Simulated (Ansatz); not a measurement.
System (SMILES): [SiH2] (SiH2) (closed-shell singlet).
Atoms: Si1, H2, H3. Bonds: Si1-H2, Si1-H3.

Basis-set convergence of the optimised Si1-H2 bond length at PBE with Ansatz (an electronic-structure program). Cartesian d functions, on some or all atoms, in 6-31G*, 6-311G**; all else is spherical. The program fits the integrals of some runs and decomposes those of others, by size. Core-valence sets carry the plain set on hydrogen. No added dispersion term, no relativity. Reference: the value in pcseg-4, 1.5370 Å, itself unsure by roughly 0.0005 Å (its mean distance from aug-pcseg-3, aug-cc-pV(Q+d)Z, cc-pV(5+d)Z). Deviations are taken from unrounded values. Cost is core time over that of aug-cc-pV(T+d)Z, rough, on shared machines of one kind; a dash marks a row that isn't timed (too short, read off another run, short of memory, by another algorithm or on other hardware). It counts the whole optimisation.

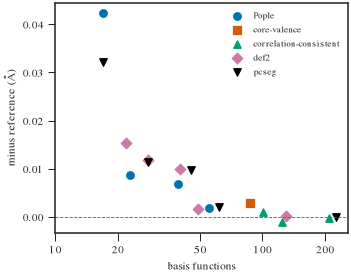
*Deviation from the reference against the number of basis functions, by family of sets.*

```json
[
 {"basis": "6-31G", "functions": "17", "optimised Si1-H2 bond length (Å)": "1.5792", "minus reference (Å)": "0.0423", "cost": "-"},
 {"basis": "pcseg-0", "functions": "17", "optimised Si1-H2 bond length (Å)": "1.5691", "minus reference (Å)": "0.0321", "cost": "-"},
 {"basis": "def2-SV(P)", "functions": "22", "optimised Si1-H2 bond length (Å)": "1.5523", "minus reference (Å)": "0.0153", "cost": "-"},
 {"basis": "6-31G*", "functions": "23", "optimised Si1-H2 bond length (Å)": "1.5457", "minus reference (Å)": "0.0088", "cost": "-"},
 {"basis": "def2-SVP", "functions": "28", "optimised Si1-H2 bond length (Å)": "1.5489", "minus reference (Å)": "0.0119", "cost": "-"},
 {"basis": "pcseg-1", "functions": "28", "optimised Si1-H2 bond length (Å)": "1.5483", "minus reference (Å)": "0.0114", "cost": "-"},
 {"basis": "6-311G**", "functions": "39", "optimised Si1-H2 bond length (Å)": "1.5438", "minus reference (Å)": "0.0069", "cost": "-"},
 {"basis": "def2-SVPD", "functions": "40", "optimised Si1-H2 bond length (Å)": "1.5469", "minus reference (Å)": "0.0100", "cost": "-"},
 {"basis": "aug-pcseg-1", "functions": "45", "optimised Si1-H2 bond length (Å)": "1.5468", "minus reference (Å)": "0.0098", "cost": "0.5×"},
 {"basis": "def2-TZVP", "functions": "49", "optimised Si1-H2 bond length (Å)": "1.5387", "minus reference (Å)": "0.0017", "cost": "-"},
 {"basis": "6-311++G(2d,2p)", "functions": "55", "optimised Si1-H2 bond length (Å)": "1.5387", "minus reference (Å)": "0.0018", "cost": "0.5×"},
 {"basis": "pcseg-2", "functions": "62", "optimised Si1-H2 bond length (Å)": "1.5391", "minus reference (Å)": "0.0021", "cost": "-"},
 {"basis": "cc-pCVTZ", "functions": "87", "optimised Si1-H2 bond length (Å)": "1.5398", "minus reference (Å)": "0.0029", "cost": "0.6×"},
 {"basis": "aug-cc-pV(T+d)Z", "functions": "101", "optimised Si1-H2 bond length (Å)": "1.5380", "minus reference (Å)": "0.0011", "cost": "1×"},
 {"basis": "cc-pV(Q+d)Z", "functions": "124", "optimised Si1-H2 bond length (Å)": "1.5358", "minus reference (Å)": "-0.0011", "cost": "1×"},
 {"basis": "def2-QZVPP", "functions": "130", "optimised Si1-H2 bond length (Å)": "1.5372", "minus reference (Å)": "0.0003", "cost": "2×"},
 {"basis": "cc-pV(5+d)Z", "functions": "210", "optimised Si1-H2 bond length (Å)": "1.5368", "minus reference (Å)": "-0.0001", "cost": "10×"},
 {"basis": "pcseg-4", "functions": "227", "optimised Si1-H2 bond length (Å)": "1.5370", "minus reference (Å)": "0.0000", "cost": "3×"}
]
```
